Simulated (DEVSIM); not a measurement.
Structure: Si p-i-n diode, at 300 K.

```csv
layer (left to right),material,thickness (μm),Nd (cm⁻³),Na (cm⁻³),τn (s),τp (s)
1,Si,0.100,-,3.8e18,1.4e-6,1.4e-6
2,Si,0.220,7.1e13,-,1.4e-6,1.4e-6
3,Si,0.250,2.2e18,-,1.4e-6,1.4e-6
```

Left contact: ohmic. Right contact: ohmic. Voltage is applied to the left contact. Recombination: SRH at mid-gap. Gap narrowing is on: ΔEg = 6.92 meV × (l + √(l² + 0.5)), l = ln(N/1.3e17 cm⁻³), shared equally by both band edges. Mobility is μmin + (μ − μmin)/(1 + (N/Nref)^α).

The device is made up for the run: typed textbook-type constants, with dimensions and the other settings drawn at random. Values at 300 K.

| parameter | Si |
|---|---|
| gap (eV) | 1.124 |
| affinity (eV) | 4.05 |
| permittivity | 11.7 |
| Nc (cm⁻³) | 2.86e19 |
| Nv (cm⁻³) | 3.1e19 |
| μn (cm²/Vs) | 1417 |
| μp (cm²/Vs) | 470 |
| μn,min | 52 |
| μp,min | 45 |
| Nref,n | 9.7e16 |
| Nref,p | 2.2e17 |
| αn | 0.68 |
| αp | 0.72 |

DEVSIM, 1D drift-diffusion, Boltzmann statistics, complete ionisation; no tunnelling, impact ionisation, image-force lowering or self-heating.

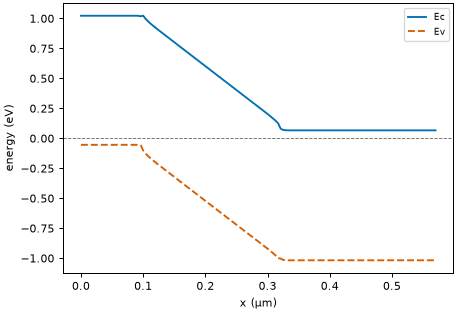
*Band edges at zero bias*

Energies count from the Fermi level of the right contact; mesh points crowd at the junctions.

```csv
x (μm),Ec (eV),Ev (eV),n (cm⁻³),p (cm⁻³),field (V/cm)
0.000,1.022,-0.054,190,3.8e18,≈ 0
0.01348,1.022,-0.054,190,3.8e18,≈ 0
0.02913,1.022,-0.054,190,3.8e18,≈ 0
0.05000,1.022,-0.054,190,3.8e18,≈ 0
0.07607,1.022,-0.054,190,3.8e18,≈ 0
0.09184,1.022,-0.055,190,3.7e18,-2700
0.1042,0.995,-0.129,550,2.1e17,-58000
0.1257,0.899,-0.224,22000,5.3e15,-41000
0.1519,0.794,-0.330,1300000,9.0e13,-40000
0.1903,0.641,-0.483,4.9e8,2.4e11,-40000
0.2344,0.465,-0.659,4.5e11,2.6e8,-40000
0.2808,0.280,-0.844,5.7e14,210000,-40000
0.3015,0.197,-0.927,1.4e16,8300,-41000
0.3172,0.124,-1.000,2.3e17,500,-59000
0.3360,0.066,-1.018,2.2e18,250,-270
0.3559,0.066,-1.018,2.2e18,250,≈ 0
0.3877,0.066,-1.018,2.2e18,250,≈ 0
0.4348,0.066,-1.018,2.2e18,250,≈ 0
0.4954,0.066,-1.018,2.2e18,250,≈ 0
0.5294,0.066,-1.018,2.2e18,250,≈ 0
0.5508,0.066,-1.018,2.2e18,250,≈ 0
0.5700,0.066,-1.018,2.2e18,250,≈ 0
```
